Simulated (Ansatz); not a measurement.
BH2Cl: several calculations on one system

## 1. Relaxation

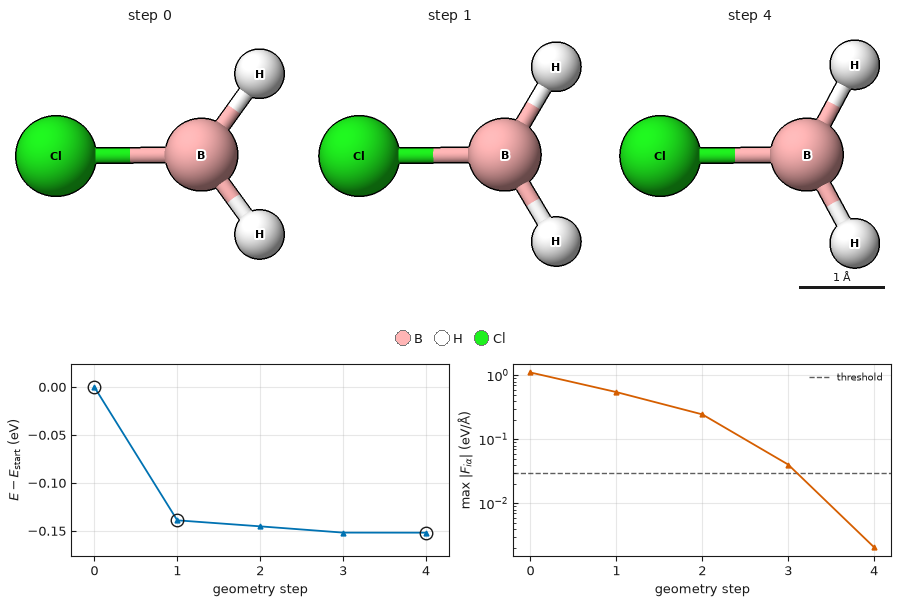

Frames of a relaxation of BH$_{2}$Cl, marked on the history of the run. A ball-and-stick model, seen face on.

The run prepares an end point of a later path (reaction) calculation, from a guessed geometry.

Theory: RKS PBE0/def2-SVP in Ansatz 0.2.0.

Input file:
```yaml
crystal:
  periodic: [false, false, false]
  atoms:
    - { symbol: B, position_ang: [0.232869, 0.0, 0.134473] }
    - { symbol: H, position_ang: [0.352576, 0.0, 1.305611] }
    - { symbol: H, position_ang: [1.306971, 0.0, -0.347398] }
    - { symbol: Cl, position_ang: [-1.260216, 0.0, -0.727586] }
basis:
  gaussian: { orbitals: def2-SVP }
hamiltonian:
  xc: pbe0
relax:
  f_tol: 0.03
  max_steps: 50
output:
  orbitals: {}
```

Command:
```bash
ansatz run input.yaml --threads 1 --pin off --max-ram 2048MiB --backend cpu --events-out ev --progress --plain --runs-dir out
```

Q: Describe the path.

A: Over 4 geometry steps the energy falls by 0.152 eV. Largest force component: 1.1 eV/Å at the start, 0.0021 eV/Å at the end. The largest moves after the best rigid fit, 0.12 Å, are those of H2 and H3. By element the largest moves are H 0.12 Å, B 0.06 Å, Cl 0.05 Å. Near-neighbour distances that change, for instance: B1–H2 1.177 → 1.203 Å, B1–Cl4 1.724 → 1.738 Å. Among the angles between lasting bonds that change: H2–B1–H3 108.3° → 123.6°, H2–B1–Cl4 125.8° → 118.2°. From step 0 to 1: H atoms move most (0.09 Å), energy −0.139 eV. From step 1 to 4: H atoms move most (0.03 Å), energy −0.013 eV.

| step | E − E(0), eV | largest force component, eV/Å |
| --- | --- | --- |
| 0 | 0.0000 | 1.1090 |
| 1 | -0.1389 | 0.5480 |
| 2 | -0.1452 | 0.2458 |
| 3 | -0.1517 | 0.0404 |
| 4 | -0.1518 | 0.0021 |

## 2. Relaxation

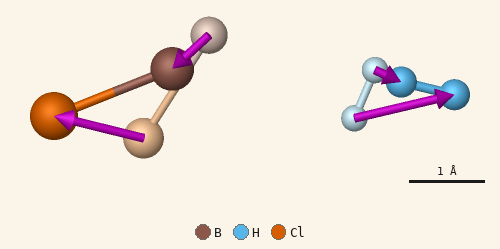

A relaxation of BH2Cl. The starting structure is drawn faded, the final one solid; purple arrows show the displacements, at their true length. The two geometries are superimposed by the best rigid fit.

Style: ball-and-stick. Shown at a tilt.

The run prepares an end point of a later path (reaction) calculation, from a guessed geometry.

Level of theory: RKS PBE0/def2-SVP in Ansatz. (no spin polarisation; force threshold 0.03 eV/Å; at most 50 steps)

> Describe the change and its energy.

An H atom moves most after the best rigid fit: 1.39 Å. Largest moves by element: H 1.39 Å, Cl 1.29 Å, B 0.69 Å. Among the contacts that change: H–H 0.716 → 0.763 Å, B–Cl 1.732 → 1.718 Å. After 28 accepted moves (31 points after the start) the energy has fallen by 19.1 kJ/mol. Largest force component: 1.4 eV/Å at the start, 0.019 eV/Å at the end. The line search rejected the trial steps at points 8, 19, 30 of the run. The forces were under the threshold at step 6, but the run went on from there. The run took 21 s on 1 thread of Arm Neoverse V1, with other jobs on the host, peak memory 0.096 GiB.

Limits of the set-up: the start holds two separate molecules, 2.4 Å apart at their closest, whose relative position is a soft coordinate and is computed without a dispersion correction.

## 3. Path

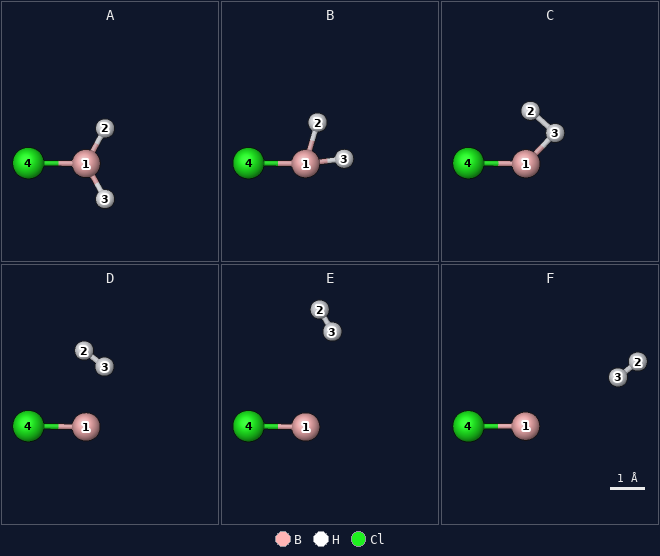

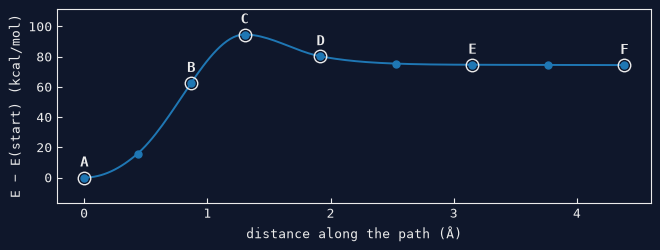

A search for the minimum-energy path of BH$_{2}$Cl by the nudged elastic band. Images are numbered from 0 (start) to 8 (end). Frames A to F are images 0, 2, 3, 4, 6, 8. Style: ball-and-stick. Shown face on.

Method: RKS PBE0/def2-SVP in Ansatz. Set-up: 7 movable images; climbing image; force threshold 0.05 eV/Å; iteration limit 60; starting path through a guess of the saddle point.

**Describe the mechanism and the energy profile.**

Forward barrier 94.7 kcal/mol, backward barrier 20.2 kcal/mol, with image 3 at the top; the reaction energy is +74.5 kcal/mol. Breaking: B1–H2 (1.20 → 1.60 at the top → 3.90 Å), B1–H3 (1.20 → 1.28 at the top → 3.15 Å). Forming: H2–H3 (2.12 → 0.99 at the top → 0.76 Å). The band converged in 21 iterations. The largest component of the band force went from 4 to 0.037 eV/Å. The climbing image converged on the top of the path. Its vibrational analysis gives one imaginary mode (1190i cm⁻¹), as a transition state must have.

Cost: 95 s on 1 thread of Arm Neoverse V1 (shared host), peak memory 0.089 GiB.
